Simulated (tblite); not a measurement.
**Frequency calculation of C$_{2}$H$_{6}$BBr$_{3}$O**

The run: frequency calculation of C$_{2}$H$_{6}$BBr$_{3}$O. Method and program: GFN2-xTB harmonic vibrations, gas phase (tblite 0.8.0).

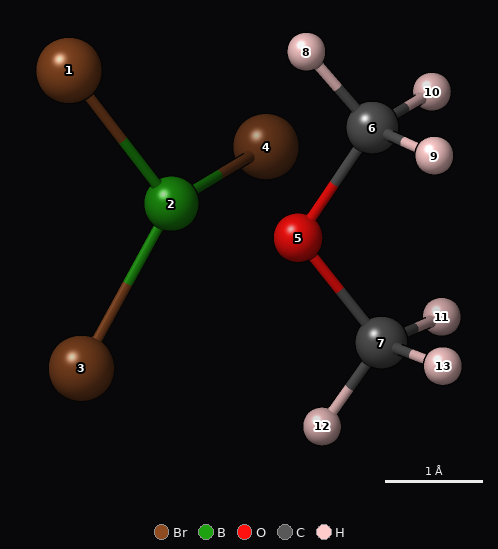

**Figure 1.** The structure (ball-and-stick view, seen at a tilt; atoms are numbered from 1 in the order of the input). Bond lengths as drawn: B–Br 1.95 Å, C–H 1.09 Å and C–O 1.43 Å.

### Summary

```csv
quantity,value
outcome,converged
total energy,−679.7335 eV
zero-point energy,53.1210 kcal/mol
hardware,"1 CPU thread, shared host"
wall time,0.55 s
peak memory,0.49 GiB
```

### The input
```
{"job": {"kind": "ir", "xc": "GFN2-xTB", "basis": "xTB"}, "charge": 0, "multiplicity": 1}
Br     1.842277    -0.089389    -0.787369
B     -0.009397    -0.046378    -0.189210
Br    -1.183822     0.954601    -1.374737
Br    -0.720978    -1.749863     0.453776
O      0.051528     0.966348     1.297658
C      0.961137     0.503500     2.298369
C     -1.223416     1.256931     1.874799
H      1.937323     0.350887     1.840936
H      1.045366     1.269669     3.069360
H      0.612719    -0.432458     2.745304
H     -1.674184     0.357849     2.305806
H     -1.873801     1.659958     1.100269
H     -1.090270     2.010105     2.652061
```

The first line tells a small driver script what to run in tblite; the rest is the geometry in Å.

Command:
```bash
OMP_NUM_THREADS=1 python <driver script> task.json out
```

### Log
```
mode    cm-1     km/mol
  1      53.5      0.08
  2     107.8     33.36
  3     110.6      4.31
  4     124.2     26.19
  5     141.6      6.80
  6     157.1      7.93
  7     188.9      0.07
  8     200.5      2.64
  9     226.0     75.87
 10     286.0      0.01
 11     291.1    136.14
 12     356.7      6.48
 13     465.9      6.37
 14     602.6     41.29
 15     630.7     32.54
 16     906.0     49.50
 17    1035.2     26.14
 18    1092.8      7.53
 19    1112.8     11.00
 20    1155.3     10.09
 21    1200.4      1.57
 22    1405.5     13.89
 23    1418.8     28.87
 24    1447.9      1.38
 25    1457.5      8.13
 26    1461.0     36.39
 27    1469.8     16.78
 28    2971.3      9.70
 29    2972.0      6.10
 30    3012.0      6.53
 31    3015.1     12.90
 32    3040.1      0.38
 33    3041.6      2.75
ZPE 222.258  H(298)-E 252.874  G(298)-E 122.061 kJ/mol  S 438.75 J/(mol K)
```

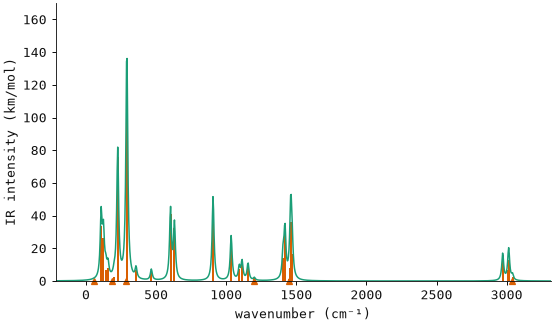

**Figure 2.** Harmonic infrared spectrum, unscaled: sticks (degenerate modes added up, dark ones marked on the axis) with a Lorentzian envelope of 16 cm⁻¹ full width, scaled to the tallest stick. 33 modes from 54 to 3042 cm⁻¹, none imaginary. The strongest line is at 291 cm⁻¹ (136 km/mol).
